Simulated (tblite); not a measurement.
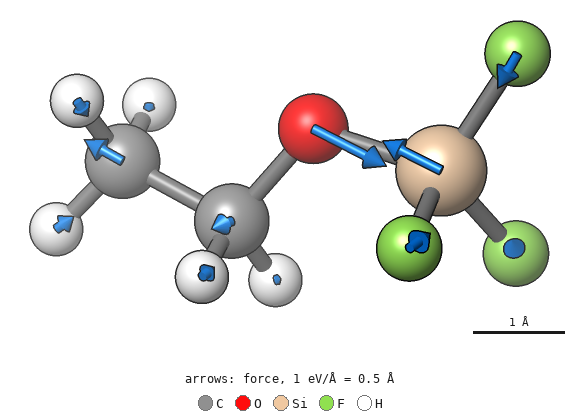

Starting geometry of C$_{2}$H$_{5}$F$_{3}$OSi with the computed forces as blue arrows. Style: ball-and-stick. Shown from a free direction.

Theory: GFN2-xTB geometry optimisation, gas phase (tblite 0.8.0). 

Q: Is this structure relaxed? If not, where do the atoms go?

A: It isn't relaxed: the largest force vector, on the O atom, is 1.98 eV/Å. The final displacements have little in common with the starting forces (cosine between the two patterns 0.23). The energy falls by 22.1 kJ/mol in 38 geometry steps. The largest moves after the best rigid fit, 0.32 Å, are those of F atoms. By element the largest moves are F 0.32 Å, O 0.28 Å, H 0.20 Å, C 0.15 Å, Si 0.03 Å. Among the contacts that change: O–Si 1.646 → 1.577 Å, F–Si 1.607 → 1.584 Å, F–Si 1.594 → 1.574 Å, C–H 1.103 → 1.086 Å. Bond angles that change, for instance: C–O–Si 118.3° → 135.1°, O–Si–F 108.3° → 115.2°, O–Si–F 109.0° → 115.3°.
